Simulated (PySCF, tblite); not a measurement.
**C6H16OSSi: geometry, infrared bands and NMR shifts**

Wanted: the infrared bands and NMR shifts of C6H16OSSi (`CO[Si](C)(C)CCCS`), by calculation.

The runs use tblite 0.8.0 and PySCF 2.14.0, with density-fitted response routines of our own; the level of theory stands in each step. All values are computed, except where a source is named. Atoms are numbered from 0 throughout.

## (1) The molecule as given

25 atoms, charge 0, multiplicity 1; geometry from: force field or distance geometry start.

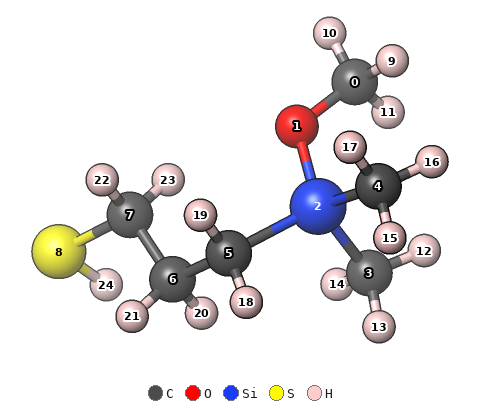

The starting geometry (carbon dark grey, oxygen red, silicon blue, sulfur yellow, hydrogen pink), atoms numbered.

## (2) Geometry optimisation with GFN2-xTB

Job settings and geometry (Å):

```
{"job": {"kind": "relax", "xc": "GFN2-xTB", "basis": "xTB"}, "charge": 0, "multiplicity": 1}
C     -1.756700     2.014900     0.965500
O     -0.680200     1.414300     0.279700
Si    -0.834000    -0.151800    -0.303100
C     -1.194400    -1.365900     1.064100
C     -2.231100    -0.247800    -1.564600
C      0.772100    -0.675600    -1.186400
C      2.044000    -0.755500    -0.324500
C      2.605500     0.615600     0.078300
S      4.186500     0.418100     0.951400
H     -2.637500     2.123500     0.311200
H     -1.457100     3.018000     1.276000
H     -2.042300     1.452500     1.867700
H     -2.164600    -1.161500     1.551200
H     -1.214500    -2.396100     0.680200
H     -0.423600    -1.310100     1.846500
H     -2.297700    -1.252200    -1.981600
H     -3.191500    -0.002000    -1.108400
H     -2.054900     0.453000    -2.389900
H      0.584300    -1.664100    -1.603800
H      0.949200     0.006800    -2.020900
H      1.847800    -1.356900     0.578700
H      2.800600    -1.291500    -0.906400
H      2.777100     1.235700    -0.800700
H      1.909500     1.138900     0.737000
H      3.692500    -0.235900     2.011800
```

Launch:

```console
> OMP_NUM_THREADS=1 python probes_run.py task.json out
```

One launch serves the whole session: the jobs run in the order shown.

The program printed:

```text
step      E/eV     max force
  0    -818.07595    1.255
  1    -818.13669    0.408
  2    -818.15248    0.233
  3    -818.16269    0.241
  4    -818.17042    0.192
  5    -818.17604    0.168
  6    -818.18069    0.209
  7    -818.18438    0.165
  8    -818.18723    0.130
  9    -818.18935    0.098
 10    -818.19107    0.089
 11    -818.19284    0.117
 12    -818.19503    0.143
 13    -818.19771    0.153
 14    -818.20055    0.138
 15    -818.20328    0.116
 16    -818.20594    0.109
 17    -818.20842    0.110
 18    -818.21039    0.086
 19    -818.21187    0.074
 20    -818.21318    0.075
 21    -818.21452    0.078
 22    -818.21571    0.069
 23    -818.21662    0.063
 24    -818.21747    0.065
 25    -818.21858    0.078
 26    -818.21994    0.083
 27    -818.22122    0.068
 28    -818.22220    0.054
 29    -818.22307    0.077
 30    -818.22408    0.091
 31    -818.22517    0.077
 32    -818.22601    0.079
 33    -818.22655    0.068
 34    -818.22698    0.052
 35    -818.22751    0.067
 36    -818.22820    0.071
 37    -818.22889    0.059
 38    -818.22951    0.066
 39    -818.23017    0.062
 40    -818.23102    0.067
 41    -818.23197    0.060
 42    -818.23279    0.052
 43    -818.23341    0.062
 44    -818.23391    0.061
 45    -818.23439    0.055
 46    -818.23486    0.049
 47    -818.23522    0.046
 48    -818.23554    0.042
 49    -818.23588    0.048
 50    -818.23628    0.051
 51    -818.23667    0.038
 52    -818.23697    0.034
 53    -818.23715    0.028
 54    -818.23729    0.022
 55    -818.23742    0.021
 56    -818.23754    0.026
 57    -818.23763    0.021
 58    -818.23771    0.018
 59    -818.23778    0.016
 60    -818.23785    0.017
 61    -818.23790    0.018
 62    -818.23795    0.014
 63    -818.23799    0.015
 64    -818.23804    0.019
 65    -818.23810    0.022
 66    -818.23817    0.019
 67    -818.23824    0.016
 68    -818.23831    0.020
 69    -818.23839    0.023
 70    -818.23846    0.023
 71    -818.23852    0.018
 72    -818.23856    0.014
 73    -818.23860    0.017
 74    -818.23866    0.019
 75    -818.23872    0.022
 76    -818.23878    0.018
 77    -818.23884    0.016
 78    -818.23892    0.025
 79    -818.23900    0.025
 80    -818.23906    0.016
 81    -818.23910    0.016
 82    -818.23913    0.019
 83    -818.23916    0.016
 84    -818.23918    0.011
 85    -818.23920    0.007
```

It took 0.95 s on 1 thread of Arm Neoverse V1, shared host.

Relaxation path: (not every step is listed)

```
step  energy from step 0 (eV)  largest force (eV/Å)
   0                   0.0000                1.2554
   1                  -0.0607                0.4085
   2                  -0.0765                0.2328
   3                  -0.0867                0.2410
   4                  -0.0945                0.1918
   5                  -0.1001                0.1680
   6                  -0.1047                0.2095
   7                  -0.1084                0.1653
   8                  -0.1113                0.1303
  15                  -0.1273                0.1159
  22                  -0.1398                0.0692
  29                  -0.1471                0.0770
  36                  -0.1522                0.0710
  43                  -0.1575                0.0624
  50                  -0.1603                0.0508
  57                  -0.1617                0.0214
  64                  -0.1621                0.0185
  71                  -0.1626                0.0175
  78                  -0.1630                0.0250
  80                  -0.1631                0.0161
  81                  -0.1631                0.0159
  82                  -0.1632                0.0191
  83                  -0.1632                0.0159
  84                  -0.1632                0.0108
  85                  -0.1632                0.0071
```

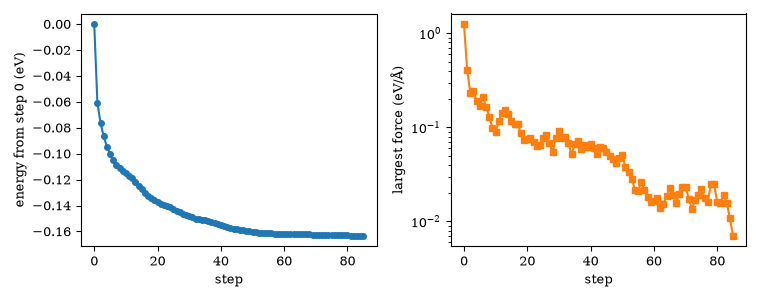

Energy and force, step by step.

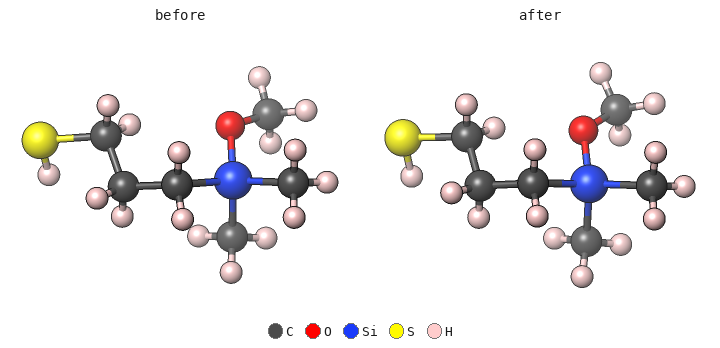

Before and after, at one scale.

Close pairs (by a distance rule), those that changed most:

```
  bond  before (Å)  after (Å)  change (Å)
Si2–C3       1.864      1.911      +0.047
O1–Si2       1.678      1.638      -0.040
Si2–C4       1.885      1.907      +0.023
C3–H12       1.105      1.087      -0.018
 C6–C7       1.535      1.518      -0.017
C3–H13       1.100      1.085      -0.014
C3–H14       1.100      1.087      -0.013
 C0–O1       1.411      1.400      -0.011
```

The end geometry stands in the next job.

## (3) Infrared spectrum with GFN2-xTB

Job settings and geometry (Å):

```
{"job": {"kind": "ir", "xc": "GFN2-xTB", "basis": "xTB"}, "charge": 0, "multiplicity": 1}
C     -1.535668     2.093753     0.913705
O     -0.621627     1.272905     0.243090
Si    -0.850232    -0.244758    -0.330422
C     -1.170456    -1.478280     1.093141
C     -2.315679    -0.308089    -1.549572
C      0.776237    -0.644303    -1.240917
C      2.028701    -0.733488    -0.369214
C      2.449895     0.631699     0.143887
S      3.978523     0.555385     1.141094
H     -2.418904     2.274245     0.297997
H     -1.041258     3.043282     1.121010
H     -1.849809     1.637120     1.854947
H     -2.156409    -1.337219     1.528171
H     -1.112877    -2.507798     0.754980
H     -0.444120    -1.355259     1.892273
H     -2.414416    -1.282272    -2.015910
H     -3.254965    -0.093089    -1.047699
H     -2.195214     0.423835    -2.343252
H      0.642546    -1.607484    -1.734101
H      0.953371     0.083805    -2.032838
H      1.842229    -1.401378     0.475294
H      2.852527    -1.159038    -0.949807
H      2.692374     1.297733    -0.683765
H      1.669374     1.089129     0.747477
H      3.484921    -0.226293     2.099566
```

The program printed:

```text
mode    cm-1     km/mol
  1      11.3      0.29
  2      49.3      1.05
  3      66.6      4.19
  4      81.2      0.85
  5      87.1      0.13
  6     100.0      0.04
  7     104.5      0.13
  8     123.0      3.78
  9     136.1      0.26
 10     159.5      4.13
 11     192.9      1.77
 12     206.2     25.68
 13     220.9      4.41
 14     234.0     12.16
 15     262.3     17.37
 16     315.3     20.26
 17     417.1     17.58
 18     601.9      4.04
 19     700.4      0.73
 20     711.2     14.86
 21     731.3      9.76
 22     739.0     22.08
 23     759.1     37.22
 24     784.4      0.69
 25     795.0      4.59
 26     817.4    152.21
 27     839.5    132.62
 28     853.8    128.92
 29     862.5    193.81
 30    1000.2      8.01
 31    1016.1     17.75
 32    1091.7      0.94
 33    1117.1     78.51
 34    1122.5    137.71
 35    1130.2      1.55
 36    1144.3     31.76
 37    1183.7      7.43
 38    1247.0      8.20
 39    1261.7      2.96
 40    1309.0      7.77
 41    1344.7      0.74
 42    1376.2     22.94
 43    1379.5     17.14
 44    1411.8      0.37
 45    1450.9      0.72
 46    1477.1      1.18
 47    1479.1      3.63
 48    1484.7      2.61
 49    1486.3      0.51
 50    1490.5      0.85
 51    1492.2      1.66
 52    1494.9      0.19
 53    1502.4      0.08
 54    2431.4    137.54
 55    2949.1     36.87
 56    2952.7     36.28
 57    2965.5     40.75
 58    2969.4     21.73
 59    2983.3     52.77
 60    2990.9     24.22
 61    2996.1     32.64
 62    3004.5     24.93
 63    3018.6      9.61
 64    3030.0     27.81
 65    3032.6      8.99
 66    3036.5     65.63
 67    3038.5     23.29
 68    3053.7     10.11
 69    3059.8     34.36
```

It took 1.5 s on 1 thread of Arm Neoverse V1, shared host.

The strongest bands and the atoms that carry them (share of the mass-weighted mode):

```
cm⁻¹  km/mol                                  atoms
 817   152.2  H14 25 %, Si2 20 %, H17 15 %, C3 11 %
 840   132.6                               H24 25 %
 854   128.9                     H24 15 %, Si2 15 %
 862   193.8           Si2 21 %, H15 14 %, H13 13 %
1117    78.5   H23 17 %, O1 16 %, H20 16 %, C6 13 %
1122   137.7                       O1 35 %, C0 26 %
2431   137.5                               H24 97 %
3036    65.6                     H16 68 %, H12 20 %
```

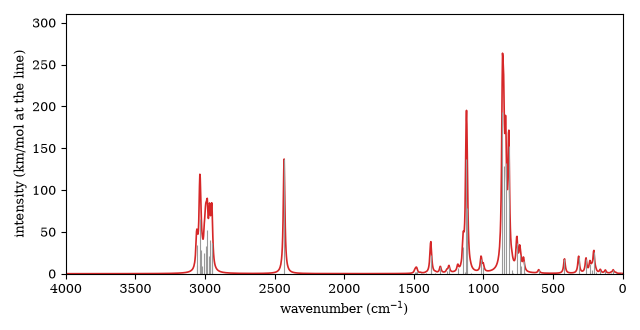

The infrared spectrum from these modes, unscaled. Lines are broadened to a width of 14 cm⁻¹ (Lorentzian).

## (4) Nuclear shieldings: PBE0/pcSseg-1

Same as in step 3 but for these lines:

```diff
@@ -1,2 +1,2 @@
-{"job": {"kind": "ir", "xc": "GFN2-xTB", "basis": "xTB"}, "charge": 0, "multiplicity": 1}
+{"job": {"kind": "nmr", "xc": "PBE0", "basis": "pcSseg-1"}, "charge": 0, "multiplicity": 1}
 C     -1.535668     2.093753     0.913705
```

Method: GIAO PBE0/pcSseg-1 NMR shielding, non-relativistic, gas phase.

The program printed:

```text
coarse grid: 20776 points
cycle   1  E = -1000.3365264628  dE =  6.945e-01  |g| = 7.901e-01  |ddm| = 4.324e+00
cycle   2  E = -1000.2364650768  dE =  1.001e-01  |g| = 1.085e+00  |ddm| = 1.677e+00
cycle   3  E = -1000.4653100260  dE = -2.288e-01  |g| = 1.526e-01  |ddm| = 1.135e+00
cycle   4  E = -1000.4698576109  dE = -4.548e-03  |g| = 3.442e-02  |ddm| = 1.483e-01
cycle   5  E = -1000.4701177815  dE = -2.602e-04  |g| = 6.525e-03  |ddm| = 3.121e-02
cycle   6  E = -1000.4701277492  dE = -9.968e-06  |g| = 2.465e-03  |ddm| = 1.111e-02
final grid: 188080 points
cycle   7  E = -1000.5367725788  dE = -3.964e-05  |g| = 1.437e-02  |ddm| = 3.200e-02
cycle   8  E = -1000.5367369533  dE =  3.563e-05  |g| = 1.930e-02  |ddm| = 2.766e-02
cycle   9  E = -1000.5368190116  dE = -8.206e-05  |g| = 1.836e-03  |ddm| = 1.668e-02
cycle  10  E = -1000.5368196724  dE = -6.608e-07  |g| = 2.420e-04  |ddm| = 1.750e-03
cycle  11  E = -1000.5368196819  dE = -9.437e-09  |g| = 1.142e-04  |ddm| = 3.579e-04
cycle  12  E = -1000.5368196849  dE = -2.974e-09  |g| = 2.966e-05  |ddm| = 1.271e-04
cycle  13  E = -1000.5368196850  dE = -1.944e-10  |g| = 4.145e-06  |ddm| = 2.537e-05
converged SCF energy = -1000.5368196850

GIAO shielding tensors (ppm)
atom      isotropic    diamagn.    paramagn.     s11        s22        s33       span
  0 C      134.990     241.857    -106.867    108.732    110.720    185.517     76.785
  1 O      311.452     403.178     -91.727    251.262    338.896    344.196     92.933
  2 Si     333.542     882.934    -549.393    313.062    323.976    363.588     50.525
  3 C      190.400     257.957     -67.557    182.004    193.080    196.116     14.112
  4 C      188.660     256.153     -67.493    180.786    187.561    197.631     16.844
  5 C      166.624     256.956     -90.333    156.960    164.123    178.789     21.828
  6 C      150.455     249.729     -99.275    130.226    147.092    174.046     43.820
  7 C      154.516     248.585     -94.069    132.944    157.164    173.440     40.496
  8 S      582.955    1053.765    -470.811    433.405    509.354    806.105    372.701
  9 H       28.094      29.007      -0.913     23.189     26.238     34.855     11.666
 10 H       27.784      28.585      -0.802     22.989     25.608     34.753     11.764
 11 H       28.135      29.660      -1.524     23.501     26.095     34.810     11.309
 12 H       31.429      31.926      -0.497     27.201     29.048     38.039     10.838
 13 H       31.928      32.594      -0.666     28.074     28.903     38.808     10.734
 14 H       31.587      34.506      -2.919     26.870     30.059     37.832     10.961
 15 H       31.917      31.423       0.494     27.811     29.375     38.564     10.753
 16 H       31.456      31.157       0.299     27.089     29.290     37.990     10.901
 17 H       31.717      32.023      -0.307     27.317     29.148     38.685     11.369
 18 H       31.276      34.019      -2.743     26.116     30.269     37.444     11.328
 19 H       31.073      34.877      -3.804     26.742     30.732     35.745      9.003
 20 H       30.440      34.725      -4.285     26.104     32.364     32.851      6.747
 21 H       29.597      31.886      -2.288     23.884     29.930     34.978     11.094
 22 H       29.991      31.342      -1.352     24.468     30.587     34.917     10.449
 23 H       28.097      33.184      -5.087     19.341     27.714     37.235     17.894
 24 H       30.491      29.600       0.892     22.964     29.763     38.748     15.784
```

It took 78 s on 1 thread of Arm Neoverse V1, shared host; peak memory 1.2 GiB.

Shifts follow as δ = σ(reference) − σ, with reference shieldings (ppm) from runs at the same level and on the same kind of geometry: ¹H TMS 31.72, ¹³C TMS 186.9, ²⁹Si TMS 349.2, ¹⁷O H2O 336.1, ³³S CS2 504. The references are single molecules in the gas phase, so shifts against H2O, NH3, PH3, H3PO4 or CFCl3 are not on the usual liquid scales and can be off by tens of ppm. Atoms listed in one row are averaged.

```
                       atoms                               environment  σ (ppm)  δ (ppm)  δ scaled to CDCl3
                          C0                 methyl carbon bonded to O    135.0     51.9               48.8
                          C6                                   sp3 CH2    150.5     36.5               33.7
                          C7                       sp3 CH2 bonded to S    154.5     32.4               25.3
                          C5                      sp3 CH2 bonded to Si    166.6     20.3               17.9
                      C3, C4                methyl carbon bonded to Si    189.5     -2.6               -4.5
                H9, H10, H11   hydrogen on a methyl carbon bonded to O    28.00     3.71               3.61
                    H22, H23        hydrogen on an sp3 CH2 bonded to S    29.04     2.67               2.63
                    H20, H21                    hydrogen on an sp3 CH2    30.02     1.70               1.71
                         H24                hydrogen on a thiol sulfur    30.49     1.23                  –
                    H18, H19       hydrogen on an sp3 CH2 bonded to Si    31.17     0.54               0.62
H12, H13, H14, H15, H16, H17  hydrogen on a methyl carbon bonded to Si    31.67     0.04               0.15
                          O1                    oxygen bonded to C, Si    311.5     24.6                  –
                         Si2                  silicon bonded to 3 C, O    333.5     15.6                  –
                          S8                              thiol sulfur      583      -79                  –
```

The scaled column applies a straight-line fit of computed shieldings to shifts measured in CDCl3, with any fitted terms for Cl, Br or S neighbours (root-mean-square error 0.16 ppm for H, 1.9 ppm for C).

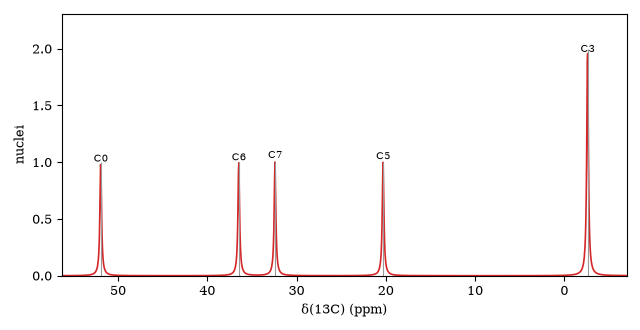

¹³C lines at the computed shifts, without couplings. Lines are broadened to a width of 0.22 ppm (Lorentzian).

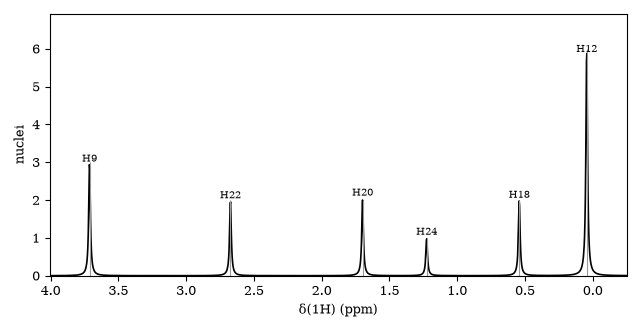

¹H lines at the computed shifts, without couplings. Lines are broadened to a width of 0.01 ppm (Lorentzian).

Charges from the same density, by scheme (e):

```
 atoms  Mulliken    IAO  Hirshfeld  ESP fit
    C0     -0.01  -0.20      -0.03    -0.08
    O1     -0.66  -0.64      -0.21    -0.51
   Si2      1.12   1.26       0.46     1.05
C3, C4     -0.65  -0.74      -0.22    -0.70
    C5     -0.54  -0.55      -0.16    -0.39
    C6     -0.23  -0.24      -0.07     0.16
    C7     -0.35  -0.33      -0.07    -0.17
    S8     -0.14  -0.09      -0.08    -0.38
```

Hirshfeld charges:

C0 -0.03; O1 -0.21; Si2 0.46; C3 -0.22; C4 -0.22; C5 -0.16; C6 -0.07; C7 -0.07; S8 -0.08; H9 0.04; H10 0.05; H11 0.04; H12 0.04; H13 0.04; H14 0.04; H15 0.04; H16 0.04; H17 0.04; H18 0.04; H19 0.04; H20 0.03; H21 0.03; H22 0.05; H23 0.03; H24 0.04

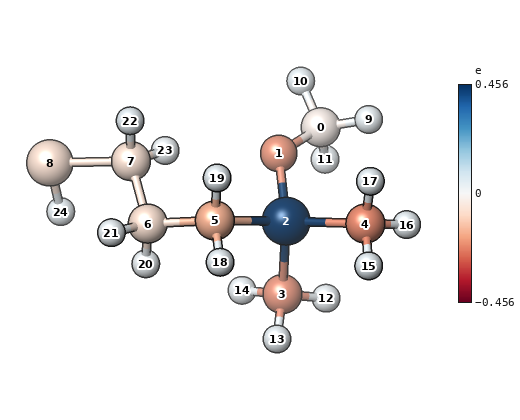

Hirshfeld charges, as colours on the atoms.

Mayer bond orders: C0–O1 0.91, O1–Si2 0.95, Si2–C3 0.94, Si2–C4 0.94, Si2–C5 0.90, C5–C6 1.05, C6–C7 1.00, C7–S8 1.02.

The fields below are evaluated on a grid from the run's orbitals.

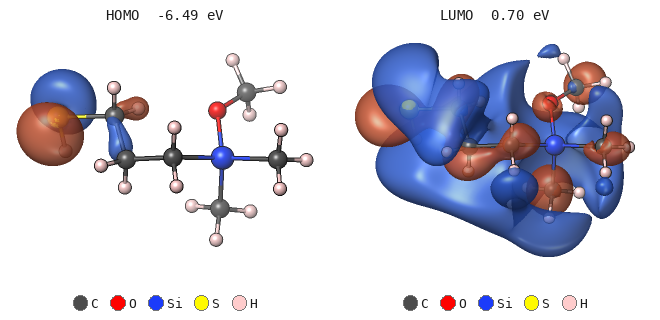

Frontier orbitals at PBE0/pcSseg-1; each surface holds 70 % of the orbital's density, blue and red mark the sign.

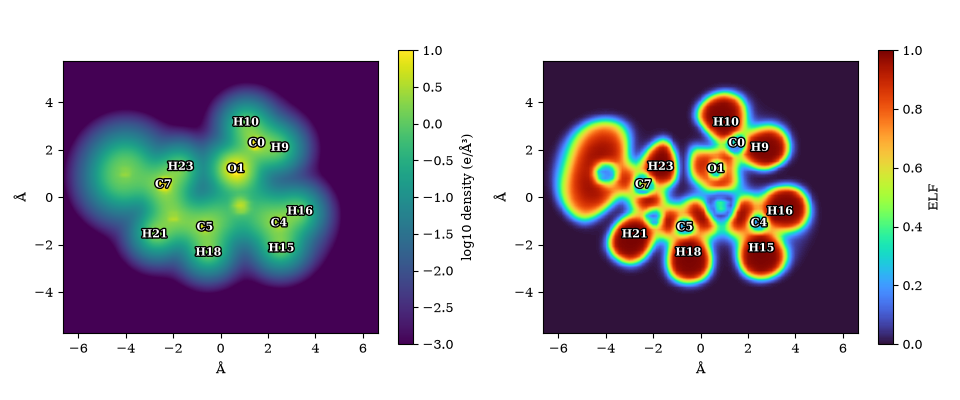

Density (left) and ELF (right) in a plane through or near 12 of the atoms.

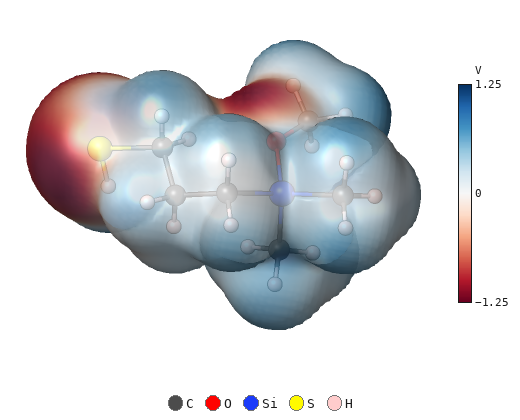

Electrostatic potential on the surface of density 0.002 e/bohr³; red is low, blue high. It runs from -1.25 V near S8 to 0.92 V near H24.

## (5) Summary of results

| quantity | value |
| --- | --- |
| strongest single infrared mode (GFN2-xTB) | 862 cm⁻¹, 194 km/mol |
| zero-point energy (GFN2-xTB) | 130.0 kcal/mol |
| ¹³C shifts against TMS (PBE0/pcSseg-1, means over atoms taken as alike) | 51.9, 36.5, 32.4, 20.3, -2.6 ppm |
| ¹H shifts against TMS (PBE0/pcSseg-1, means over atoms taken as alike) | 3.71, 2.67, 1.70, 1.23, 0.54, 0.04 ppm |
| ¹⁷O shifts against H2O (PBE0/pcSseg-1) | 24.6 ppm |
| ²⁹Si shifts against TMS (PBE0/pcSseg-1) | 15.6 ppm |
| ³³S shifts against CS2 (PBE0/pcSseg-1) | -79 ppm |
| surface potential, least and greatest | -1.25 V and 0.92 V |

The optimisation took 85 steps and gained 0.163 eV; among the close pairs (by a distance rule), Si2–C3 changed most, from 1.864 to 1.911 Å. All 69 modes are real, so the xTB geometry is a minimum. The strongest single mode, at 862 cm⁻¹, has its largest shares on Si2, H15 and H13 (the list is cut at 3 atoms). Unscaled tight-binding wavenumbers are off by several per cent, some by more. Its intensities can rank the bands wrongly. The most deshielded carbon is C0 (methyl carbon bonded to O), at 51.9 ppm: deshielded by the electronegative neighbour. H9, H10, H11 (mean) (hydrogen on a methyl carbon bonded to O) lies farthest downfield among hydrogen, at 3.71 ppm; its carbon carries O, hence the downfield position. At PBE0/pcSseg-1: Shielding is most anisotropic at S8 (span 373 ppm, paramagnetic term -471 ppm).
